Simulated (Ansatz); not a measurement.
# SiNH$_{5}$Cl: geometry relaxation

The run: geometry relaxation of SiNH$_{5}$Cl, multiplicity 2. Method and program: UKS PBE0-D4/6-31G* (Ansatz 0.2.0).

The input holds or restrains some coordinates. It belongs to a series of runs on one base structure; here: pulled along the bonds that form and break, towards end B. Figures and captions count atoms from 1; the log counts them from 0 in places.

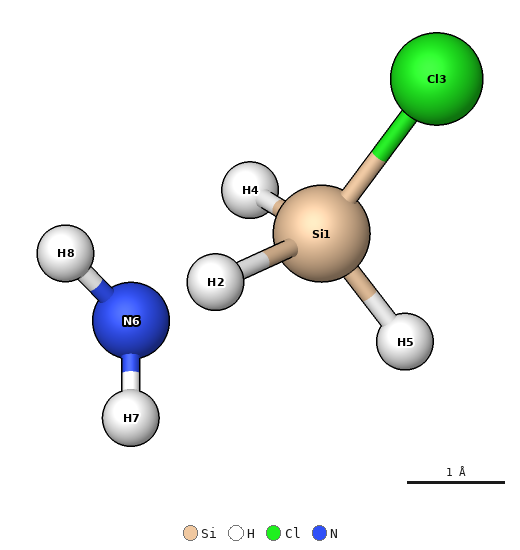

Figure 1. The input geometry (ball-and-stick view, seen at an oblique angle; atoms are numbered from 1 in the order of the input). Bond lengths as drawn: Cl–Si 2.13 Å, H–N 1.06 Å and H–Si 1.46 to 1.71 Å.

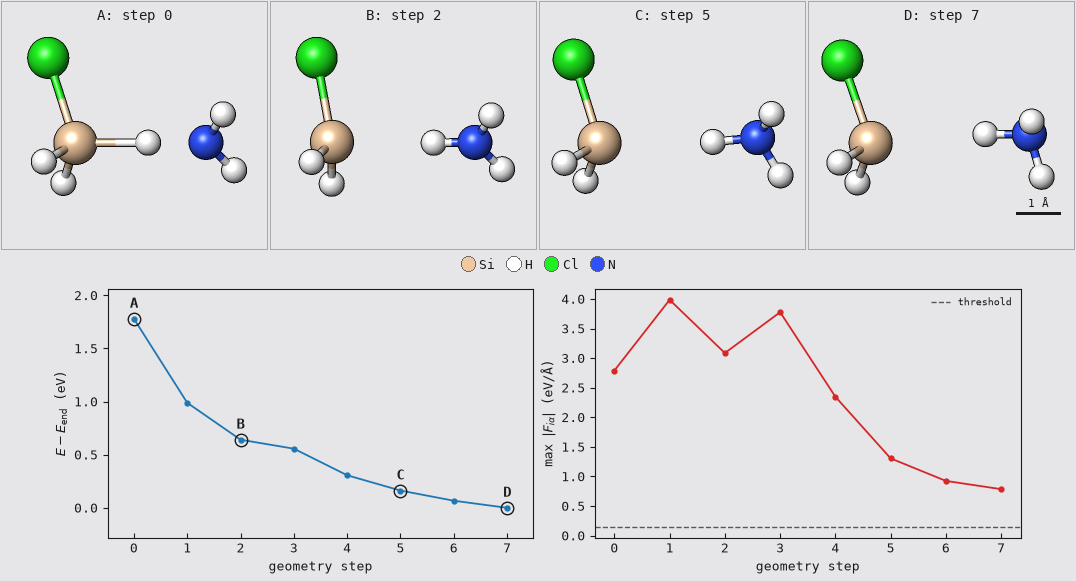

Figure 2. Frames of the restrained relaxation (ball-and-stick view, seen at a tilt) above the curves, on which the letters mark them (the first geometry is step 0 here and step 1 in the log).

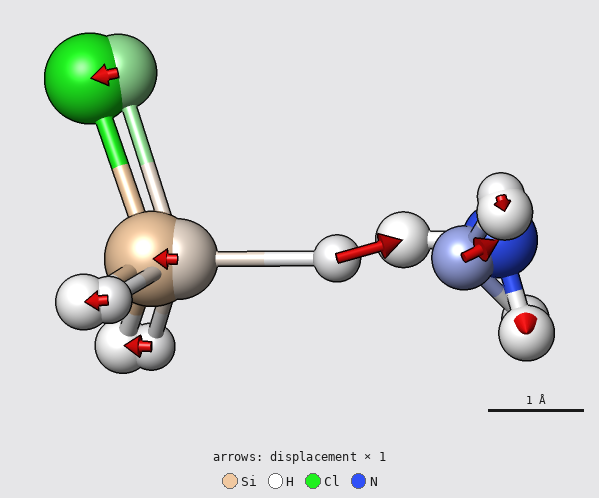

Figure 3. Start (faint) and end (solid) with the displacements as red arrows, at true length (ball-and-stick view, seen at a tilt). The two geometries are laid on each other by the best rigid fit. After 7 geometry steps the energy has fallen by 1.780 eV. The largest force component goes from 2.8 to 0.79 eV/Å. H2 moves most after the best rigid fit: 0.74 Å. Largest moves by element: H 0.74 Å, N 0.46 Å, Cl 0.31 Å, Si 0.27 Å. Distances before and after: Si1–H2 1.710 → 2.662 Å, H2–N6 1.360 → 1.039 Å, Si1–Cl3 2.130 → 2.065 Å, N6–H7 1.060 → 1.021 Å. New bonds form: H2–N6 (1.36 → 1.04 Å). Among the angles that change: H7–N6–H8 120.0° → 106.3°. (Atoms are counted from 1 in the order of the input.)

The input that produced these results follows, with the program's output.

### The input
```yaml
crystal:
  periodic: [false, false, false]
  atoms:
    - { symbol: Si, position_ang: [0.0, 0.0, 0.0] }
    - { symbol: H, position_ang: [0.0, 0.0, 1.71] }
    - { symbol: Cl, position_ang: [2.0086, 0.0, -0.7093] }
    - { symbol: H, position_ang: [-0.6877, 1.1914, -0.4862] }
    - { symbol: H, position_ang: [-0.6877, -1.1914, -0.4862] }
    - { symbol: "N", position_ang: [0.0, 0.0, 3.07] }
    - { symbol: H, position_ang: [-0.496, -0.7725, 3.6] }
    - { symbol: H, position_ang: [0.496, 0.7725, 3.6] }
magnetization:
  spin_polarized: true
  initial_magnetization: 1
basis:
  gaussian: { orbitals: "6-31G*" }
hamiltonian:
  xc: pbe0
  dispersion: d4
relax:
  f_tol: 0.15
  max_steps: 25
  restrain:
    - { distance: [1, 5], at: 1.06, k: 30.0 }
    - { distance: [0, 1], at: 2.66, k: 30.0 }
```

Launched with:
```bash
ansatz run input.yaml --threads 1 --pin off --max-ram 2048MiB --backend cpu --events-out ev --progress --plain --runs-dir out
```

### Output
```
The last accepted step is kept in [file] (removed where the run ends without a failure and the disk answers)
Engine: ansatz 0.2.0, aarch64-unknown-linux-gnu
Functional definition: PBE0
  parameter a = 0.25
  parameter kappa = 0.804
  parameter beta = 0.06672455060314922
  exchange = (1 - a)*pbe_x(kappa = kappa, mu = beta*pi^2/3) + a*exact_x
  correlation = pbe_c(beta = beta)
685 factors; integrals over basis functions are off by at most 5.5e-4 eV
mean field evaluation 1: about -21954.1722 eV, gradient 3.4e1 eV
mean field evaluation 2: about -21915.7812 eV, gradient 7.4e1 eV
mean field evaluation 4: about -21958.9581 eV, gradient 3.9e0 eV
mean field evaluation 8: about -21959.0848 eV, gradient 2.6e-1 eV
mean field evaluation 16: about -21959.0869 eV, gradient 7.2e-2 eV
mean field evaluation 32: about -21958.6594 eV, gradient 7.8e0 eV
mean field -21959.08714659 eV, -806.9815682333 hartree, gradient 3.8e-6 eV, S^2 0.757154; 2 other end points of the search recorded, 0 dependent functions left out
the calculation of the forces begins
reference -21959.08717146 eV, -806.9815691474 hartree; 22, 21 occupied and 41, 42 virtual orbitals, 685 factors
relax step   1: F+E_penalty+E_count = -21959.18949173 eV  Δ(F+E_penalty+E_count) = +0.000e0 eV  max|allowed force component| = 2.790e0 eV/Å  E_restraint = 14.88750000 eV  max|allowed force component, restraints' pulls added| = 4.029e1 eV/Å  Δτ_max = 0.0000 Å  (91 SCF iters, accepted)
  distance H 1 - N 5 = 1.3600 Å
  distance Si 0 - H 1 = 1.7100 Å
these checks for a lower state are left out or cut short: starts, cluster_reference, orbital_swaps, neighbouring_geometries, increment
685 factors; integrals over basis functions are off by at most 6.1e-4 eV
mean field -21959.87283021 eV, -807.0104415740 hartree, gradient 1.5e-5 eV, S^2 0.753091; 0 other end points of the search recorded, 0 dependent functions left out
the calculation of the forces begins
reference -21959.87285592 eV, -807.0104425186 hartree; 22, 21 occupied and 41, 42 virtual orbitals, 685 factors
relax step   2: F+E_penalty+E_count = -21959.98033599 eV  Δ(F+E_penalty+E_count) = -7.908e-1 eV  max|allowed force component| = 3.985e0 eV/Å  E_restraint = 5.59094024 eV  max|allowed force component, restraints' pulls added| = 2.511e1 eV/Å  Δτ_max = 0.1950 Å  (37 SCF iters, accepted)
  distance H 1 - N 5 = 1.1624 Å
  distance Si 0 - H 1 = 2.0581 Å
these checks for a lower state are left out or cut short: starts, cluster_reference, orbital_swaps, neighbouring_geometries, increment
685 factors; integrals over basis functions are off by at most 6.7e-4 eV
mean field -21960.22271328 eV, -807.0232995395 hartree, gradient 1.3e-5 eV, S^2 0.753031; 0 other end points of the search recorded, 0 dependent functions left out
the calculation of the forces begins
reference -21960.22274001 eV, -807.0233005217 hartree; 22, 21 occupied and 41, 42 virtual orbitals, 685 factors
relax step   3: F+E_penalty+E_count = -21960.32801958 eV  Δ(F+E_penalty+E_count) = -3.477e-1 eV  max|allowed force component| = 3.086e0 eV/Å  E_restraint = 1.20801701 eV  max|allowed force component, restraints' pulls added| = 6.780e0 eV/Å  Δτ_max = 0.1949 Å  (31 SCF iters, accepted)
  distance H 1 - N 5 = 0.9681 Å
  distance Si 0 - H 1 = 2.3915 Å
these checks for a lower state are left out or cut short: starts, cluster_reference, orbital_swaps, neighbouring_geometries, increment
685 factors; integrals over basis functions are off by at most 7.3e-4 eV
mean field -21960.31526252 eV, -807.0267006613 hartree, gradient 2.7e-5 eV, S^2 0.752641; 0 other end points of the search recorded, 0 dependent functions left out
the calculation of the forces begins
reference -21960.31528917 eV, -807.0267016408 hartree; 22, 21 occupied and 41, 42 virtual orbitals, 685 factors
relax step   4: F+E_penalty+E_count = -21960.41244984 eV  Δ(F+E_penalty+E_count) = -8.443e-2 eV  max|allowed force component| = 3.777e0 eV/Å  E_restraint = 0.00675966 eV  max|allowed force component, restraints' pulls added| = 3.370e0 eV/Å  Δτ_max = 0.1944 Å  (29 SCF iters, accepted)
  distance H 1 - N 5 = 1.0464 Å
  distance Si 0 - H 1 = 2.6437 Å
these checks for a lower state are left out or cut short: starts, cluster_reference, orbital_swaps, neighbouring_geometries, increment
685 factors; integrals over basis functions are off by at most 6.4e-4 eV
mean field evaluation 64: about -21960.5671 eV, gradient 1.5e-3 eV
mean field -21960.56713509 eV, -807.0359568076 hartree, gradient 1.1e-5 eV, S^2 0.751624; 0 other end points of the search recorded, 0 dependent functions left out
the calculation of the forces begins
reference -21960.56716132 eV, -807.0359577714 hartree; 22, 21 occupied and 41, 42 virtual orbitals, 685 factors
relax step   5: F+E_penalty+E_count = -21960.66263099 eV  Δ(F+E_penalty+E_count) = -2.502e-1 eV  max|allowed force component| = 2.347e0 eV/Å  E_restraint = 0.00873780 eV  max|allowed force component, restraints' pulls added| = 1.654e0 eV/Å  Δτ_max = 0.2000 Å  (30 SCF iters, accepted)
  distance H 1 - N 5 = 1.0369 Å
  distance Si 0 - H 1 = 2.6530 Å
these checks for a lower state are left out or cut short: starts, cluster_reference, orbital_swaps, neighbouring_geometries, increment
685 factors; integrals over basis functions are off by at most 6.3e-4 eV
mean field -21960.71126982 eV, -807.0412536612 hartree, gradient 1.7e-5 eV, S^2 0.751647; 0 other end points of the search recorded, 0 dependent functions left out
the calculation of the forces begins
reference -21960.71129623 eV, -807.0412546317 hartree; 22, 21 occupied and 41, 42 virtual orbitals, 685 factors
relax step   6: F+E_penalty+E_count = -21960.80665475 eV  Δ(F+E_penalty+E_count) = -1.440e-1 eV  max|allowed force component| = 1.305e0 eV/Å  E_restraint = 0.00769787 eV  max|allowed force component, restraints' pulls added| = 1.082e0 eV/Å  Δτ_max = 0.1669 Å  (30 SCF iters, accepted)
  distance H 1 - N 5 = 1.0374 Å
  distance Si 0 - H 1 = 2.6608 Å
these checks for a lower state are left out or cut short: starts, cluster_reference, orbital_swaps, neighbouring_geometries, increment
685 factors; integrals over basis functions are off by at most 6.5e-4 eV
mean field -21960.80661027 eV, -807.0447573579 hartree, gradient 1.7e-5 eV, S^2 0.751728; 0 other end points of the search recorded, 0 dependent functions left out
the calculation of the forces begins
reference -21960.80663713 eV, -807.0447583451 hartree; 22, 21 occupied and 41, 42 virtual orbitals, 685 factors
relax step   7: F+E_penalty+E_count = -21960.90226407 eV  Δ(F+E_penalty+E_count) = -9.561e-2 eV  max|allowed force component| = 9.246e-1 eV/Å  E_restraint = 0.01479718 eV  max|allowed force component, restraints' pulls added| = 7.602e-1 eV/Å  Δτ_max = 0.1693 Å  (30 SCF iters, accepted)
  distance H 1 - N 5 = 1.0331 Å
  distance Si 0 - H 1 = 2.6763 Å
these checks for a lower state are left out or cut short: starts, cluster_reference, orbital_swaps, neighbouring_geometries, increment
685 factors; integrals over basis functions are off by at most 6.4e-4 eV
mean field -21960.87281431 eV, -807.0471903118 hartree, gradient 9.9e-6 eV, S^2 0.751814; 0 other end points of the search recorded, 0 dependent functions left out
the calculation of the forces begins
reference -21960.87284007 eV, -807.0471912582 hartree; 22, 21 occupied and 41, 42 virtual orbitals, 685 factors
relax step   8: F+E_penalty+E_count = -21960.96917879 eV  Δ(F+E_penalty+E_count) = -6.691e-2 eV  max|allowed force component| = 7.852e-1 eV/Å  E_restraint = 0.00648420 eV  max|allowed force component, restraints' pulls added| = 1.262e-1 eV/Å  Δτ_max = 0.1999 Å  (30 SCF iters, accepted)
  distance H 1 - N 5 = 1.0393 Å
  distance Si 0 - H 1 = 2.6620 Å
685 factors; integrals over basis functions are off by at most 6.4e-4 eV
mean field evaluation 96: about -21960.8725 eV, gradient 1.9e-1 eV
mean field -21960.87281431 eV, -807.0471903118 hartree, gradient 9.9e-6 eV, S^2 0.751814; 1 other end points of the search recorded, 0 dependent functions left out
the calculation of the forces begins
reference -21960.87284007 eV, -807.0471912582 hartree; 22, 21 occupied and 41, 42 virtual orbitals, 685 factors
Total energy: -21960.96920455 eV, -807.0507325875 hartree
Atom 0 at     0.005591     0.013750    -0.270076 Å, force     0.053894     0.009538    -0.148041 eV/Å
Atom 1 at     0.242510    -0.228925     2.370225 Å, force     0.031828    -0.012255     0.785157 eV/Å
Atom 2 at     1.940296     0.059398    -0.990724 Å, force    -0.043834     0.001985     0.022768 eV/Å
Atom 3 at    -0.707620     1.226903    -0.752511 Å, force    -0.010516     0.073964     0.036197 eV/Å
Atom 4 at    -0.668309    -1.205153    -0.791634 Å, force    -0.006005    -0.076669     0.021508 eV/Å
Atom 5 at     0.225339    -0.193208     3.408773 Å, force    -0.115976    -0.027358    -0.703084 eV/Å
Atom 6 at    -0.721198    -0.465633     3.676964 Å, force     0.120329     0.072669    -0.024041 eV/Å
Atom 7 at     0.316591     0.792867     3.647283 Å, force    -0.029719    -0.041874     0.009537 eV/Å
Dipole moment:    -0.579288     0.216134    -0.068229 e Å
```

### Trajectory as extended XYZ (Å, eV, eV/Å), 8 frames, from step=1 to step=8
```
8
Properties=species:S:1:pos:R:3:forces:R:3 step=1 energy=-21959.18949
Si    0.0000    0.0000    0.0000    1.4731  -0.0355  -0.1819
H     0.0000    0.0000    1.7100    0.0863  -0.0015   2.7902
Cl    2.0086    0.0000   -0.7093   -1.0603  -0.0023   0.3066
H    -0.6877    1.1914   -0.4862   -0.1677   0.5056  -0.1527
H    -0.6877   -1.1914   -0.4862   -0.1733  -0.5143  -0.1632
N     0.0000    0.0000    3.0700   -0.6184   0.3344  -0.0253
H    -0.4960   -0.7725    3.6000    1.1927   1.3506  -1.2778
H     0.4960    0.7725    3.6000   -0.7324  -1.6371  -1.2959
8
Properties=species:S:1:pos:R:3:forces:R:3 step=2 energy=-21959.98034
Si    0.0127   -0.0003   -0.1531    1.1188   0.0432   0.8425
H     0.0012    0.0000    1.9049    0.0302  -0.0119   3.9854
Cl    2.0087    0.0000   -0.7128   -0.4003  -0.0084  -0.1631
H    -0.6937    1.2035   -0.4937   -0.3522   0.8359  -0.5313
H    -0.6938   -1.2037   -0.4938   -0.3535  -0.8564  -0.5120
N    -0.0068    0.0039    3.0673   -0.0854   0.0332  -1.6710
H    -0.4866   -0.7635    3.5898    0.8742   1.3074  -0.9674
H     0.4916    0.7601    3.5896   -0.8317  -1.3430  -0.9831
8
Properties=species:S:1:pos:R:3:forces:R:3 step=3 energy=-21960.32802
Si    0.0274    0.0010   -0.2915    0.2476  -0.0038   1.2738
H    -0.0031    0.0001    2.0998    0.0083   0.0014  -1.8570
Cl    2.0105   -0.0002   -0.7220    0.3353  -0.0045  -0.4545
H    -0.7009    1.2206   -0.5075   -0.2950   0.8071  -0.5975
H    -0.7006   -1.2207   -0.5066   -0.2775  -0.7869  -0.5706
N     0.0009   -0.0013    3.0679   -0.0223   0.0015   3.0861
H    -0.4779   -0.7433    3.5795    0.4661   0.7131  -0.4294
H     0.4769    0.7438    3.5787   -0.4624  -0.7280  -0.4510
8
Properties=species:S:1:pos:R:3:forces:R:3 step=4 energy=-21960.41245
Si    0.0213    0.0035   -0.4274   -0.0400  -0.0039   1.1929
H    -0.0168   -0.0024    2.2160    0.0412   0.0021   1.8667
Cl    2.0198   -0.0006   -0.8655    0.0300  -0.0004  -0.3508
H    -0.6937    1.2651   -0.6813    0.0026   0.1139  -0.4758
H    -0.6917   -1.2620   -0.6728    0.0100  -0.1046  -0.4610
N    -0.0035   -0.0027    3.2623   -0.0504   0.0020  -3.7767
H    -0.4557   -0.7093    3.7387   -0.9009  -1.4125   1.0251
H     0.4534    0.7084    3.7283    0.9075   1.4033   0.9796
8
Properties=species:S:1:pos:R:3:forces:R:3 step=5 energy=-21960.66263
Si    0.0076    0.0033   -0.3370   -0.2584   0.0030  -0.2137
H     0.0344   -0.0199    2.3158   -0.0540   0.0149   1.5619
Cl    1.9653    0.0457   -0.9716    0.0705   0.0032  -0.0316
H    -0.7055    1.2081   -0.8727    0.1011  -0.1017   0.0827
H    -0.6404   -1.2457   -0.8534    0.0919   0.1010   0.0822
N     0.0093   -0.0087    3.3523   -0.0486  -0.3111  -2.3473
H    -0.5793   -0.6436    3.8292   -0.3524  -0.3275   0.3443
H     0.5418    0.6607    3.8356    0.4499   0.6182   0.5213
8
Properties=species:S:1:pos:R:3:forces:R:3 step=6 energy=-21960.80666
Si    0.0044    0.0064   -0.3245   -0.2252  -0.0140  -0.4422
H     0.0185   -0.0204    2.3361   -0.1017   0.1487   1.3055
Cl    1.9555    0.0628   -0.9874    0.0423   0.0085   0.0389
H    -0.7104    1.2004   -0.8918    0.0961  -0.1128   0.1608
H    -0.6269   -1.2437   -0.8687    0.0875   0.1263   0.1717
N     0.1342   -0.1190    3.3623   -0.2013  -1.0179  -0.4300
H    -0.6618   -0.5766    3.8398    0.7607   0.8907  -0.6085
H     0.5199    0.6902    3.8325   -0.4584  -0.0295  -0.1961
8
Properties=species:S:1:pos:R:3:forces:R:3 step=7 energy=-21960.90226
Si   -0.0013    0.0198   -0.3385   -0.0575   0.0027   0.0655
H     0.0788   -0.1204    2.3329   -0.1164   0.1947   0.9246
Cl    1.9586    0.0387   -0.9647    0.0388   0.0049  -0.0553
H    -0.6918    1.2421   -0.8398    0.0071  -0.0366  -0.0395
H    -0.6586   -1.2303   -0.8147    0.0073   0.0361  -0.0400
N     0.1813   -0.1529    3.3604    0.6802   0.2255  -0.2035
H    -0.6268   -0.5714    3.8042   -0.1081   0.2714  -0.1483
H     0.3930    0.7745    3.7584   -0.4514  -0.6989  -0.5034
8
Properties=species:S:1:pos:R:3:forces:R:3 step=8 energy=-21960.96918
Si    0.0056    0.0138   -0.2701    0.0539   0.0095  -0.1480
H     0.2425   -0.2289    2.3702    0.0318  -0.0123   0.7852
Cl    1.9403    0.0594   -0.9907   -0.0438   0.0020   0.0228
H    -0.7076    1.2269   -0.7525   -0.0105   0.0740   0.0362
H    -0.6683   -1.2052   -0.7916   -0.0060  -0.0767   0.0215
N     0.2253   -0.1932    3.4088   -0.1160  -0.0274  -0.7031
H    -0.7212   -0.4656    3.6770    0.1203   0.0727  -0.0240
H     0.3166    0.7929    3.6473   -0.0297  -0.0419   0.0095
```

### Key numbers

| quantity | value |
| --- | --- |
| outcome | converged under the restraints of the input |
| total energy | −21960.9692 eV |
| mean-field energy | −21960.8728 eV |
| ⟨S²⟩ | 0.752 |
| largest force (length of the vector) at the end, held atoms and coordinates included | 0.786 eV/Å |
| hardware | 1 thread of Arm Neoverse V2, 24 GiB of memory available, shared host |
| wall time | 33 s |
| peak memory | 0.17 GiB |
